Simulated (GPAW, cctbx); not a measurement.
# (MgO)3(TiC)3: deformation density and structure factors from DFT

Question: by how much does bonding change the X-ray structure factors of (MgO)3(TiC)3, and what does a routine refinement make of it?

The cell is a (MgO)3(TiC)3 superlattice along [001] of the rock-salt type, started at the mean lattice constant and relaxed freely, with no substrate. All numbers below are calculated.

**1. Find the equilibrium geometry**

The density hangs on the geometry, so cell and atoms are relaxed first, with the symmetry held. The cutoff is set higher than for the density because stress converges slowly with plane waves.

Settings: GPAW 26.7.0, PBE, 900 eV, 7×7×2 k-points (along the axes of the calculation cell), Fermi–Dirac width 0.1 eV, BFGS to 0.03 eV/Å.

```text
cell
1.0
     3.037023625    0.000000000    0.000000000
     0.000000000    3.037023625    0.000000000
     0.000000000    0.000000000   12.885000000
Mg O Ti C
3 3 3 3
Direct
0.000000000 0.000000000 0.833333333
0.500000000 0.500000000 0.000000000
0.000000000 0.000000000 0.166666667
0.500000000 0.500000000 0.833333333
0.000000000 0.000000000 0.000000000
0.500000000 0.500000000 0.166666667
0.500000000 0.500000000 0.333333333
0.000000000 0.000000000 0.500000000
0.500000000 0.500000000 0.666666667
0.000000000 0.000000000 0.333333333
0.500000000 0.500000000 0.500000000
0.000000000 0.000000000 0.666666667
```

```console
$ OMP_NUM_THREADS=1 mpirun -n 4 gpaw python run.py > gpaw.log
```

```text
BFGS:    0      -88.157323        0.806924
BFGS:    1      -88.192266        0.627989
BFGS:    2      -88.268216        0.374328
BFGS:    3      -88.275480        0.346386
...
BFGS:   12      -88.309527        0.124419
BFGS:   13      -88.310617        0.076297
BFGS:   14      -88.311060        0.025719
cell  3.0337 3.0337 13.1470  90.00 90.00 90.00
volume 120.996 A^3, largest force 0.025 eV/A, largest stress 0.41 GPa
```

After 14 steps the volume has changed by +1.8 % and the energy by -0.154 eV; the largest stress left is 0.41 GPa. It took 16 min on 4 cores of Arm Neoverse V1 (shared host), peak memory 1.8 GiB.

Relaxed structure: P4/mmm (no. 123), a = 3.0337 Å, b = 3.0337 Å, c = 13.1470 Å, α = 90.00°, β = 90.00°, γ = 90.00°.

| atom | mult. | x | y | z |
| --- | --- | --- | --- | --- |
| Ti1 | 2 | 1/2 | 1/2 | 0.3353 |
| Ti2 | 1 | 0 | 0 | 1/2 |
| Mg1 | 2 | 0 | 0 | 0.8385 |
| Mg2 | 1 | 1/2 | 1/2 | 0 |
| O1 | 2 | 1/2 | 1/2 | 0.8390 |
| O2 | 1 | 0 | 0 | 0 |
| C1 | 2 | 0 | 0 | 0.3340 |
| C2 | 1 | 1/2 | 1/2 | 1/2 |

**2. The all-electron density**

X-rays see the whole electron density, so the PAW density is rebuilt with its core regions. Subtracting spherical free atoms from the same code cancels the cores and leaves the deformation density Δρ, the part due to bonding.

Settings: PBE, 550 eV, 8×8×2 k-points (along the axes of the calculation cell), Fermi–Dirac width 0.1 eV; primitive cell of 12 atoms.

```console
$ OMP_NUM_THREADS=1 mpirun -n 4 gpaw python run.py > gpaw.log
```

```text
|iter:   1|       0s |  -98.751013 | +0.43 |       |
|iter:   2|       4s |  -94.951218 | -0.64 | -0.86 |
|iter:   3|       8s |  -87.687842 | +0.29 | -0.94 |
...
|iter:  13|      47s |  -87.502760c| -6.95 | -4.68c|
|iter:  14|      50s |  -87.502760c| -7.39 | -5.07c|
|iter:  15|      52s |  -87.502760c| -8.00c| -5.66c|
```

```text
grid (36, 36, 144)  electrons 144.000  moved by bonding 3.095 e
deformation density beyond 0.5 A of the nuclei: max 0.190, min -0.235 e/A^3
atom        x       y       z   Voronoi charge  moment
Ti1    0.5000  0.5000  0.3353      0.384       0.00
Ti2    0.0000  0.0000  0.5000      0.403       0.00
Ti3    0.5000  0.5000  0.6647      0.384       0.00
Mg4    0.0000  0.0000  0.8385      0.433       0.00
Mg5    0.5000  0.5000  0.0000      0.410       0.00
Mg6    0.0000  0.0000  0.1615      0.433       0.00
O 7    0.5000  0.5000  0.8390     -0.358       0.00
O 8    0.0000  0.0000  0.0000     -0.412       0.00
O 9    0.5000  0.5000  0.1610     -0.358       0.00
C 10   0.0000  0.0000  0.3340     -0.452       0.00
C 11   0.5000  0.5000  0.5000     -0.416       0.00
C 12   0.0000  0.0000  0.6660     -0.452       0.00
mean inner potential of superposed free atoms 21.341 V
total magnetic moment 0.000 muB
```

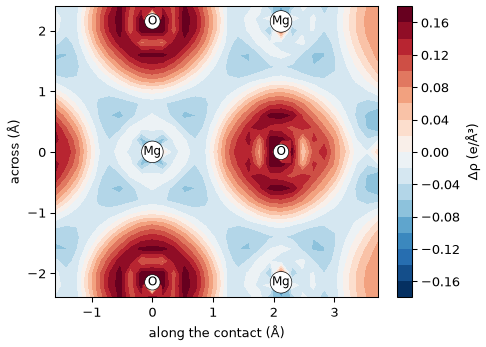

Deformation density in a plane through the shortest contact of the Mg atom at the origin; red gains electrons, blue loses them.

C gains most (-0.44 e) and Mg loses most (+0.43 e), in averages over each element's sites, which isn't the order of electronegativity: valence and coordination count too, and Voronoi cells cut space at the midplane whatever the atoms' sizes. Such charges fall far short of formal ones, since overlapping free atoms already put density on their neighbours. Along the shortest contact from the Mg atom at the map's origin, Mg–O at 2.12 Å, Δρ is +0.03 e/Å³ at the midpoint and highest, +0.15, 1.48 Å from Mg (points within 0.5 Å of a nucleus left out): little sits at the middle, as in a polar contact, whose build-up shifts to the more electronegative atom. At the midpoints of other shortest contacts it is +0.09 (Ti–C, 2.15 Å), +0.02 (Mg–C, 2.27 Å), +0.01 (Ti–O, 2.29 Å) and -0.04 (O–O, 3.01 Å) e/Å³. Point values carry grid noise of about 0.01 e/Å³. The run needed 15 iterations, 71 s.

**3. From the density to structure factors**

The Fourier components of Δρ, added to those of the free atoms, give the static X-ray structure factors; the Mott–Bethe relation turns them into the Fourier components V of the potential that fast electrons feel.

```text
static structure factors of the conventional cell: F in electrons, V (Mott-Bethe) in volts
   h  k  l      d  |F| table  |F| free   |F| DFT   change   |V| free  |V| DFT  change %
   0  0  1 13.1470    14.910    14.930    15.071    0.140     2.830    1.912    -32.4
   0  0  2  6.5735     3.154     3.156     3.207    0.050     0.411    0.329    -20.1
   0  0  3  4.3823     6.708     6.712     6.956    0.244     1.062    0.885    -16.7
   0  0  4  3.2867     5.154     5.146     5.336    0.190     0.550    0.473    -14.1
   1  0  0  3.0337    10.039     9.957     9.897   -0.061     0.712    0.733      3.0
   1  0  1  2.9560     0.469     0.471     0.452   -0.020     0.044    0.051     14.8
   1  0  2  2.7545    19.089    18.922    18.851   -0.071     1.319    1.339      1.5
   0  0  5  2.6294    13.285    13.263    13.312    0.049     1.620    1.607     -0.8
   1  0  3  2.4943    46.749    46.655    44.544   -2.111     3.133    3.631     15.9
   1  0  4  2.2292    18.377    18.225    18.309    0.084     1.270    1.255     -1.2
   0  0  6  2.1912    95.094    94.817    96.164    1.347     8.775    8.530     -2.8
   1  1  0  2.1451    94.693    94.421    95.362    0.942     8.643    8.478     -1.9
   1  1  1  2.1172     9.158     9.183     8.788   -0.395     1.049    1.116      6.4
   1  1  2  2.0393     2.218     2.210     2.321    0.111     0.189    0.171     -9.3
```

The largest X-ray change is -2.11 e on 103, 4.5 % of |F|. For electrons V goes as (Z − F)/g², so a change of F counts against Z − F, which is small at low angle and wherever the atoms' terms cancel: |V| of 001 moves by -32.4 % (2.83 to 1.91 V) against +0.9 % in |F|. The last three rows still change by up to 0.94 e; the table stops while the angles are still low. The tabulated Hartree–Fock atoms differ from the free DFT atoms by up to 0.28 e, so the choice of reference atom matters too.

**4. Refining ordinary atoms against data with bonding**

Routine crystallography fits spherical atoms. To see the bias, intensities are simulated from tabulated atoms plus the DFT change ΔF, so that bonding alone can misfit (5570 reflections of the full sphere, merged to the counts below, to 0.45 Å, 1.5 % proportional noise plus counting noise, assumed isotropic U as listed, Δρ smeared by the mean U) and refined with cctbx over different ranges.

```csv
range,data,R1,GooF,U Ti1 (true 0.0046),U Ti2 (true 0.0046),U Mg1 (true 0.0055),U Mg2 (true 0.0055),largest shift (Å),"Δρ max, min (e/Å³)"
all data,501,0.0092,1.23,0.0046,0.0046,0.0055,0.0055,0.0003,"0.24, -0.26"
"low resolution, d > 0.84",101,0.0109,1.93,0.0044,0.0045,0.0052,0.0053,0.0012,"0.21, -0.11"
"high order, d < 0.75",372,0.0080,0.96,0.0046,0.0046,0.0055,0.0055,0.0004,"0.22, -0.22"
"occupancies free, d > 0.7",160,0.0090,1.61,0.0045,0.0046,0.0058,0.0058,0.0008,"0.23, -0.17"
```

With all data GooF is 1.23, diluted by the many high-angle data; the misfit shows at low resolution; the top residual peak, near noise level, lies 0.38 Å from Mg and 1.74 Å from O. No U is off by more than 3 s.u. at low resolution. With Ti1 held at 1 and the scale free, the other occupancies refine to Ti2 1.000(0.002), Mg1 1.007(0.003), Mg2 1.006(0.004) and O1 1.024(0.007), on sites that are all full: they absorb part of the misfit, and only ratios to the fixed site mean anything.

**5. Answer**

Bonding moves 3.10 e in the primitive cell of (MgO)3(TiC)3 and changes the structure factors of the conventional cell in the table above by at most 2.11 e (103, 4.5 %), and among reflections above 2 % of the strongest by up to 5.0 % (112). The shortest bond, Mg–O, has Δρ = +0.03 e/Å³ at its midpoint, low for a shared bond; with the charge transfer this is a polar contact. With all data GooF is 1.23, diluted by the many high-angle data. Limits: static density, frozen cores, no spin–orbit coupling; no Hubbard U on Ti.

[Outputs are excerpts: Python notices, other lines and further rows are left out; steps that failed or that the build refused (PBEsol, TPSS) are not shown.]

[Logs are printed without paths, hosts, clocks, repeated set-up lines and the standing remarks that a program may print on its own settings, such as how far it seeks lower states.]
